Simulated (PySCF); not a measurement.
**C₄H₅BO₂: geometry, spin-spin couplings**

What spin-spin couplings should C₄H₅BO₂ (`C=CC#CB(O)O`) show?

The runs use PySCF 2.14.0, with density-fitted response routines of our own; the level of theory stands in each step. All values are computed, except where a source is named. Atoms count from 0, in the outputs and in this text.

### Step 1. The molecule as given

12 atoms, charge 0, multiplicity 1; geometry from: GFN2-xTB. The atoms were then displaced at random by about 0.01 Å, so the start is not that level's minimum.

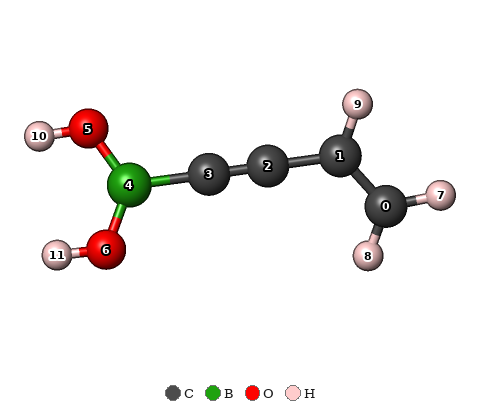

The starting geometry (carbon dark grey, boron green, oxygen red, hydrogen pink), atoms numbered.

### Step 2. Geometry optimisation at PBE0-D3(BJ)/def2-SVP

The job: settings as JSON, then the geometry in Å.

```
{"job": {"xc": "PBE0", "basis": "def2-SVP", "d3": "d3bj", "grid": 1, "shake": 0.01, "kind": "geom"}, "charge": 0, "multiplicity": 1}
C      2.990070     0.075990    -0.345310
C      1.990010     0.864840     0.126420
C      0.632030     0.449780     0.207730
C     -0.470550     0.109020     0.291860
B     -1.964480    -0.340710     0.384480
O     -2.922570     0.634070     0.406900
O     -2.210700    -1.667140     0.465220
H      4.002270     0.455630    -0.413120
H      2.772980    -0.893470    -0.678780
H      2.191060     1.874250     0.485700
H     -3.836950     0.333270     0.477250
H     -3.133490    -1.923800     0.537860
```

On the command line:

```sh
OMP_NUM_THREADS=1 python probes_run.py task.json out
```

One launch serves the whole session: the jobs run in the order shown.

The program printed:

```text
step   0  E = -330.13394215  max force = 0.158979
step   1  E = -330.14436836  max force = 0.024113
step   2  E = -330.14491209  max force = 0.005440
step   3  E = -330.14501560  max force = 0.006272
step   4  E = -330.14510939  max force = 0.002840
step   5  E = -330.14513196  max force = 0.001198
step   6  E = -330.14514835  max force = 0.000512
step   7  E = -330.14515171  max force = 0.000391
optimisation converged
```

Wall time 42 s (1 thread of Arm Neoverse V2, shared host); peak memory 0.49 GiB.

Relaxation path:

| step | energy from step 0 (eV) | largest force component (eV/Å) |
| --- | --- | --- |
| 0 | 0.0000 | 8.1750 |
| 1 | -0.2837 | 1.2399 |
| 2 | -0.2985 | 0.2797 |
| 3 | -0.3013 | 0.3225 |
| 4 | -0.3039 | 0.1460 |
| 5 | -0.3045 | 0.0616 |
| 6 | -0.3049 | 0.0263 |
| 7 | -0.3050 | 0.0201 |

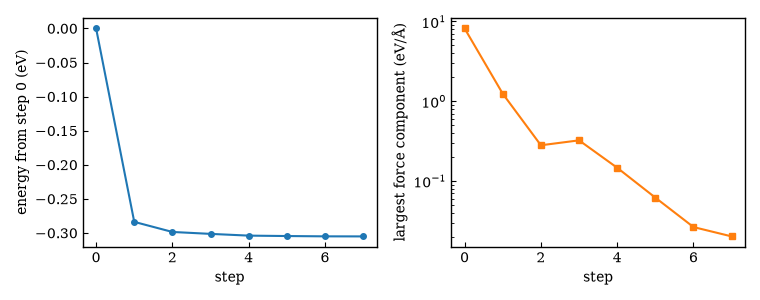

Energy and largest force along the relaxation.

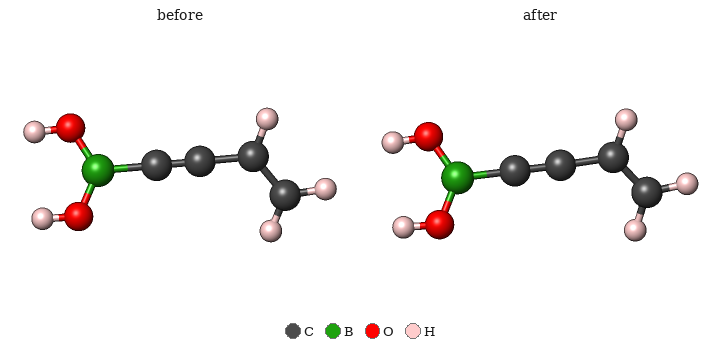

Before and after, at one scale.

Close pairs (by a distance rule), those that changed most:

| bond | before (Å) | after (Å) | change (Å) |
| --- | --- | --- | --- |
| C2–C3 | 1.157 | 1.221 | +0.064 |
| C0–H8 | 1.048 | 1.093 | +0.045 |
| C3–B4 | 1.563 | 1.536 | -0.027 |
| C0–C1 | 1.358 | 1.342 | -0.017 |
| B4–O6 | 1.352 | 1.363 | +0.011 |
| C0–H7 | 1.083 | 1.092 | +0.009 |
| C1–H9 | 1.090 | 1.097 | +0.007 |
| B4–O5 | 1.367 | 1.363 | -0.004 |

The end geometry stands in the next job.

| at the end point | value |
| --- | --- |
| point group (found at 0.08 Å tolerance) | C1 |
| rotational constants (GHz, main isotopes) | 8.257, 1.040, 0.932 |
| dipole moment (D) | 2.09 |

### Step 3. J couplings: B3LYP/cc-pVTZ

The job: settings as JSON, then the geometry in Å.

```
{"job": {"kind": "j", "xc": "B3LYP", "basis": "cc-pVTZ"}, "charge": 0, "multiplicity": 1}
C      2.971871     0.280118    -0.498663
C      1.964001     0.944666     0.086756
C      0.638997     0.446962     0.209277
C     -0.508767     0.049204     0.331095
B     -1.953388    -0.452467     0.477509
O     -2.946321     0.480748     0.493083
O     -2.153844    -1.796280     0.583617
H      3.967516     0.723676    -0.571076
H      2.824522    -0.716584    -0.921975
H      2.143800     1.944986     0.499589
H     -3.836583     0.129267     0.583990
H     -3.072474    -2.065466     0.672941
```

With the program's defaults for keys left out, this is: B3LYP/cc-pVTZ indirect spin-spin coupling, non-relativistic, gas phase.

The program printed:

```text
coarse grid: 10704 points
cycle   1  E = -330.7237996498  dE =  9.804e-01  |g| = 1.021e+00  |ddm| = 8.034e+00
cycle   2  E = -330.4827692965  dE =  2.410e-01  |g| = 1.540e+00  |ddm| = 3.202e+00
cycle   3  E = -330.9040395656  dE = -4.213e-01  |g| = 1.940e-01  |ddm| = 2.001e+00
cycle   4  E = -330.9105968302  dE = -6.557e-03  |g| = 1.183e-01  |ddm| = 3.910e-01
cycle   5  E = -330.9138528079  dE = -3.256e-03  |g| = 3.196e-02  |ddm| = 1.653e-01
cycle   6  E = -330.9140952339  dE = -2.424e-04  |g| = 3.237e-03  |ddm| = 5.101e-02
cycle   7  E = -330.9140971573  dE = -1.923e-06  |g| = 1.442e-03  |ddm| = 6.730e-03
final grid: 105320 points
cycle   8  E = -330.9040101833  dE = -8.276e-05  |g| = 5.689e-03  |ddm| = 2.136e-01
cycle   9  E = -330.9040039859  dE =  6.197e-06  |g| = 7.581e-03  |ddm| = 2.199e-02
cycle  10  E = -330.9040163474  dE = -1.236e-05  |g| = 1.744e-03  |ddm| = 1.252e-02
cycle  11  E = -330.9040171079  dE = -7.605e-07  |g| = 5.790e-04  |ddm| = 3.227e-03
cycle  12  E = -330.9040171623  dE = -5.444e-08  |g| = 3.280e-04  |ddm| = 1.007e-03
cycle  13  E = -330.9040171891  dE = -2.681e-08  |g| = 5.897e-05  |ddm| = 4.611e-04
cycle  14  E = -330.9040171898  dE = -6.671e-10  |g| = 2.122e-05  |ddm| = 9.470e-05
converged SCF energy = -330.9040171898

Indirect spin-spin couplings (Hz)
  i      j    bonds     total        FC       PSO       DSO        SD
  0 C    1 C    1     74.426    83.476    -9.176     0.126         -
  0 C    2 C    2      1.211     0.904     0.352    -0.044         -
  0 C    3 C    3      0.814     1.602    -0.710    -0.078         -
  0 C    4 B    4     -1.314    -1.264    -0.051    -0.035     0.036
  0 C    5 O    5     -0.593    -0.545    -0.066     0.019         -
  0 C    6 O    5     -0.702    -0.754     0.040     0.011         -
  0 C    7 H    1    154.990   153.946     0.577     0.467         -
  0 C    8 H    1    154.897   153.914     0.491     0.492         -
  0 C    9 H    2     -1.554     0.078    -1.076    -0.556         -
  0 C   11 H    6      0.210     0.269     0.155    -0.215         -
  1 C    2 C    1     83.634    86.196    -2.767     0.205         -
  1 C    3 C    2     14.007    14.361    -0.229    -0.125         -
  1 C    4 B    3      1.925     1.872     0.085    -0.044     0.012
  1 C    5 O    4      0.459     0.450    -0.007     0.016         -
  1 C    6 O    4      0.487     0.479    -0.009     0.018         -
  1 C    7 H    2      0.466     2.161    -1.174    -0.521         -
  1 C    8 H    2     -2.470    -0.781    -1.171    -0.519         -
  1 C    9 H    1    151.856   150.400     0.721     0.735         -
  1 C   11 H    5     -0.157    -0.105     0.226    -0.279         -
  2 C    3 C    1    246.942   240.879     5.940     0.123         -
  2 C    4 B    2     28.023    25.927     1.584    -0.086     0.598
  2 C    5 O    3     -2.203    -2.170    -0.061     0.028         -
  2 C    6 O    3     -2.077    -2.027    -0.078     0.028         -
  2 C    7 H    3     15.158    15.228     0.401    -0.470         -
  2 C    8 H    3      8.823     8.736     0.047     0.040         -
  2 C    9 H    2      2.578     3.008    -0.174    -0.257         -
  2 C   10 H    4      1.406     1.339     0.539    -0.472         -
  2 C   11 H    4      1.332     1.263     0.540    -0.471         -
  3 C    4 B    1    120.485   121.462    -1.542     0.349     0.217
  3 C    5 O    2    -19.275   -19.270     0.005    -0.010         -
  3 C    6 O    2    -18.784   -18.787     0.012    -0.010         -
  3 C    7 H    4      0.553     0.649     0.264    -0.359         -
  3 C    8 H    4     -0.568    -0.376    -0.081    -0.110         -
  3 C    9 H    3      2.544     2.107     0.833    -0.396         -
  3 C   10 H    3      8.830     8.968     0.485    -0.623         -
  3 C   11 H    3      8.638     8.775     0.484    -0.621         -
  4 B    5 O    1    -10.340   -14.781     4.715    -0.133    -0.141
  4 B    6 O    1    -10.296   -14.737     4.716    -0.133    -0.142
  4 B    7 H    5      0.514     0.536     0.158    -0.204     0.023
  4 B    8 H    5      0.546     0.579     0.004    -0.025    -0.011
  4 B    9 H    4     -1.557    -1.566     0.175    -0.178     0.012
  4 B   10 H    2     -1.989    -0.836    -0.148    -0.950    -0.054
  4 B   11 H    2     -2.026    -0.871    -0.154    -0.947    -0.054
  5 O    8 H    6      0.158     0.153    -0.053     0.058         -
  5 O    9 H    5     -1.143    -1.168    -0.021     0.046         -
  5 O   10 H    1    -60.840   -47.597   -12.906    -0.337         -
  5 O   11 H    3     -0.664    -1.503     0.765     0.074         -
  6 O    8 H    6      0.168     0.154     0.024    -0.009         -
  6 O    9 H    5     -0.773    -0.792    -0.078     0.097         -
  6 O   10 H    3     -0.659    -1.498     0.764     0.075         -
  6 O   11 H    1    -60.780   -47.538   -12.905    -0.337         -
  7 H    8 H    2      2.992     3.233     3.378    -3.619         -
  7 H    9 H    3     10.452    10.733     0.405    -0.687         -
  8 H    9 H    3     15.595    16.520     2.359    -3.284         -
  9 H   10 H    6      0.269     0.409     0.813    -0.953         -
```

Wall time 48 s (1 thread of Arm Neoverse V2, shared host); peak memory 1 GiB.

This basis has no tight s functions, so the Fermi-contact terms are rough.

A choice of the couplings up to four bonds, sorted by the number of bonds, with means over like pairs; isotopes 11B, 13C, 1H, 17O:

| pair | bonds | J (Hz) | Fermi contact (Hz) | dihedral (°) |
| --- | --- | --- | --- | --- |
| C2–C3 | 1 | 246.9 | 240.9 | – |
| C0–H7 | 1 | 155.0 | 153.9 | – |
| C0–H8 | 1 | 154.9 | 153.9 | – |
| C1–H9 | 1 | 151.9 | 150.4 | – |
| C3–B4 | 1 | 120.5 | 121.5 | – |
| C1–C2 | 1 | 83.6 | 86.2 | – |
| C0–C1 | 1 | 74.4 | 83.5 | – |
| O5–H10 | 1 | -60.8 | -47.6 | – |
| B4–O5 | 1 | -10.3 | -14.8 | – |
| C2–B4 | 2 | 28.0 | 25.9 | – |
| C3–O5 | 2 | -19.0 | -19.0 | – |
| C1–C3 | 2 | 14.0 | 14.4 | – |
| H7–H8 | 2 | 3.0 | 3.2 | – |
| C2–H9 | 2 | 2.6 | 3.0 | – |
| C1–H8 | 2 | -2.5 | -0.8 | – |
| B4–H10 | 2 | -2.0 | -0.9 | – |
| C0–H9 | 2 | -1.6 | 0.1 | – |
| C0–C2 | 2 | 1.2 | 0.9 | – |
| H8–H9 | 3 | 15.6 | 16.5 | -180 |
| C2–H7 | 3 | 15.2 | 15.2 | 179 |
| H7–H9 | 3 | 10.5 | 10.7 | 0 |
| C2–H8 | 3 | 8.8 | 8.7 | 0 |
| C3–H10 | 3 | 8.7 | 8.9 | 180 |
| C3–H9 | 3 | 2.5 | 2.1 | – |
| C2–O5 | 3 | -2.1 | -2.1 | – |
| C1–B4 | 3 | 1.9 | 1.9 | – |
| B4–H9 | 4 | -1.6 | -1.6 | – |
| C2–H10 | 4 | 1.4 | 1.3 | – |
| C0–B4 | 4 | -1.3 | -1.3 | – |

The spin-dipole term was solved for some atoms only; pairs without it lack that part.

The response was solved for the nuclei of B, C, H alone, so couplings that need other nuclei can be missing.

Quadrupole couplings from the field gradients of the same density:

| atom | isotope | eQq/h (MHz) | η |
| --- | --- | --- | --- |
| O5 | 17O | -8.250 | 0.17 |
| O6 | 17O | -8.247 | 0.17 |
| B4 | 11B | 3.043 | 0.26 |

### Step 4. J couplings: B3LYP/6-31G*

Settings changed since step 3:

```diff
@@ -1,2 +1,2 @@
-{"job": {"kind": "j", "xc": "B3LYP", "basis": "cc-pVTZ"}, "charge": 0, "multiplicity": 1}
+{"job": {"kind": "j", "xc": "B3LYP", "basis": "6-31G*"}, "charge": 0, "multiplicity": 1}
 C      2.971871     0.280118    -0.498663
```

Method: B3LYP/6-31G* indirect spin-spin coupling, non-relativistic, gas phase.

The program printed:

```text
coarse grid: 10704 points
cycle   1  E = -330.6237066451  dE =  1.003e+00  |g| = 9.622e-01  |ddm| = 3.882e+00
cycle   2  E = -330.4424605086  dE =  1.812e-01  |g| = 1.369e+00  |ddm| = 2.076e+00
cycle   3  E = -330.7987173177  dE = -3.563e-01  |g| = 1.912e-01  |ddm| = 1.367e+00
cycle   4  E = -330.8061995275  dE = -7.482e-03  |g| = 1.027e-01  |ddm| = 2.453e-01
cycle   5  E = -330.8087809831  dE = -2.581e-03  |g| = 2.209e-02  |ddm| = 9.804e-02
cycle   6  E = -330.8089080342  dE = -1.271e-04  |g| = 2.769e-03  |ddm| = 2.272e-02
cycle   7  E = -330.8089097946  dE = -1.760e-06  |g| = 9.056e-04  |ddm| = 3.355e-03
final grid: 105320 points
cycle   8  E = -330.7511992417  dE = -2.271e-05  |g| = 5.019e-03  |ddm| = 3.967e-02
cycle   9  E = -330.7511950455  dE =  4.196e-06  |g| = 6.682e-03  |ddm| = 1.040e-02
cycle  10  E = -330.7512046855  dE = -9.640e-06  |g| = 1.858e-03  |ddm| = 6.373e-03
cycle  11  E = -330.7512056016  dE = -9.161e-07  |g| = 3.963e-04  |ddm| = 1.864e-03
cycle  12  E = -330.7512056362  dE = -3.460e-08  |g| = 1.365e-04  |ddm| = 4.407e-04
cycle  13  E = -330.7512056404  dE = -4.257e-09  |g| = 4.960e-05  |ddm| = 1.525e-04
cycle  14  E = -330.7512056410  dE = -5.774e-10  |g| = 9.403e-06  |ddm| = 4.856e-05
converged SCF energy = -330.7512056410

Indirect spin-spin couplings (Hz)
  i      j    bonds     total        FC       PSO       DSO        SD
  0 C    1 C    1     87.931    95.955    -8.151     0.127         -
  0 C    2 C    2     -6.849    -7.083     0.277    -0.043         -
  0 C    3 C    3      7.602     8.333    -0.653    -0.078         -
  0 C    4 B    4     -1.762    -1.703    -0.053    -0.035     0.029
  0 C    5 O    5     -0.911    -0.876    -0.054     0.019         -
  0 C    6 O    5     -0.933    -0.981     0.037     0.011         -
  0 C    7 H    1    171.220   170.563     0.103     0.554         -
  0 C    8 H    1    171.479   170.859     0.041     0.579         -
  0 C    9 H    2     -6.143    -4.545    -1.053    -0.545         -
  1 C    2 C    1     96.766    98.965    -2.416     0.217         -
  1 C    3 C    2      6.015     6.359    -0.220    -0.123         -
  1 C    4 B    3      1.631     1.590     0.072    -0.044     0.014
  1 C    5 O    4      0.614     0.597     0.000     0.017         -
  1 C    6 O    4      0.613     0.598    -0.003     0.018         -
  1 C    7 H    2     -4.268    -2.585    -1.174    -0.509         -
  1 C    8 H    2     -5.149    -3.463    -1.180    -0.507         -
  1 C    9 H    1    171.044   169.885     0.339     0.820         -
  1 C   10 H    5     -0.197    -0.085     0.158    -0.270         -
  1 C   11 H    5     -0.218    -0.102     0.160    -0.276         -
  2 C    3 C    1    156.961   153.223     3.608     0.130         -
  2 C    4 B    2     24.905    23.123     1.368    -0.086     0.499
  2 C    5 O    3     -3.291    -3.310    -0.010     0.029         -
  2 C    6 O    3     -3.106    -3.110    -0.025     0.029         -
  2 C    7 H    3     13.607    13.801     0.266    -0.461         -
  2 C    8 H    3      8.552     8.493     0.011     0.048         -
  2 C    9 H    2     -1.795    -1.311    -0.250    -0.234         -
  2 C   10 H    4      1.541     1.598     0.412    -0.469         -
  2 C   11 H    4      1.443     1.498     0.413    -0.468         -
  3 C    4 B    1    157.176   158.000    -1.353     0.354     0.177
  3 C    5 O    2    -15.585   -15.564    -0.010    -0.010         -
  3 C    6 O    2    -15.281   -15.268    -0.004    -0.010         -
  3 C    7 H    4     -1.038    -0.842     0.160    -0.356         -
  3 C    8 H    4     -2.332    -2.089    -0.134    -0.109         -
  3 C    9 H    3      6.980     6.719     0.652    -0.391         -
  3 C   10 H    3      7.350     7.641     0.323    -0.613         -
  3 C   11 H    3      7.196     7.487     0.321    -0.611         -
  4 B    5 O    1    -16.592   -20.340     3.990    -0.141    -0.101
  4 B    6 O    1    -16.634   -20.382     3.990    -0.141    -0.101
  4 B    7 H    5      0.444     0.525     0.099    -0.202     0.023
  4 B    8 H    5      0.467     0.518    -0.013    -0.026    -0.013
  4 B    9 H    4     -1.510    -1.466     0.119    -0.176     0.012
  4 B   10 H    2     -2.653    -1.355    -0.328    -0.920    -0.051
  4 B   11 H    2     -2.670    -1.371    -0.332    -0.916    -0.051
  5 O    7 H    6      0.240     0.200    -0.041     0.081         -
  5 O    8 H    6      0.249     0.221    -0.031     0.058         -
  5 O    9 H    5     -1.133    -1.183     0.004     0.046         -
  5 O   10 H    1    -76.732   -64.808   -11.457    -0.467         -
  5 O   11 H    3     -0.655    -1.492     0.775     0.062         -
  6 O    7 H    6      0.152     0.099    -0.024     0.076         -
  6 O    8 H    6      0.245     0.220     0.032    -0.007         -
  6 O    9 H    5     -0.770    -0.823    -0.044     0.097         -
  6 O   10 H    3     -0.649    -1.485     0.774     0.063         -
  6 O   11 H    1    -76.732   -64.806   -11.459    -0.467         -
  7 H    8 H    2     -0.150     1.246     2.082    -3.478         -
  7 H    9 H    3     11.284    11.897     0.027    -0.641         -
  7 H   10 H    7     -0.351    -0.016     0.481    -0.816         -
  7 H   11 H    7     -0.312     0.039     0.497    -0.847         -
  8 H    9 H    3     16.106    17.810     1.527    -3.231         -
  8 H   10 H    7     -0.311    -0.021     0.426    -0.716         -
  8 H   11 H    7     -0.281    -0.021     0.393    -0.653         -
 10 H   11 H    4      0.461     0.006    -1.697     2.151         -
```

Wall time 11 s (1 thread of Arm Neoverse V2, shared host); peak memory 0.59 GiB.

This basis has no tight s functions, so the Fermi-contact terms are rough.

This run: J(C0,H8) 171.5 Hz, J(C0,H7) 171.2 Hz, J(C1,H9) 171.0 Hz (means over like pairs).

### Step 5. Run by run: spin-spin couplings

Couplings (Hz), each a mean over the pairs like the one named, with basis size and wall time:

| run | C2–C3 | C0–H7 | C0–H8 | C1–H9 | C3–B4 | C1–C2 | C0–C1 | functions | time |
| --- | --- | --- | --- | --- | --- | --- | --- | --- | --- |
| B3LYP/cc-pVTZ | 246.9 | 155.0 | 154.9 | 151.9 | 120.5 | 83.6 | 74.4 | 280 | 48 s |
| B3LYP/6-31G* | 157.0 | 171.2 | 171.5 | 171.0 | 157.2 | 96.8 | 87.9 | 108 | 11 s |

### Step 6. What came out

| quantity | value |
| --- | --- |
| point group | C1 |
| rotational constants (main isotopes) | 8.26, 1.04, 0.93 GHz |
| largest coupling of the table (B3LYP/cc-pVTZ) | 1J(C,C) C2–C3, 246.9 Hz |
| range of J(C2,C3), mean over like pairs | 157.0 to 246.9 Hz |

Relaxing lowered the energy by 0.305 eV in 7 steps; the close pair that moved most is C2–C3, from 1.157 to 1.221 Å. In the run at B3LYP/cc-pVTZ, the largest coupling of the table is C2–C3, 246.9 Hz, of which the Fermi-contact term gives 240.9 Hz. The coupling C2–C3, as a mean over pairs of its kind, runs from 157.0 Hz (B3LYP/6-31G*) to 246.9 Hz (B3LYP/cc-pVTZ). Couplings from bases without tight functions are rough.
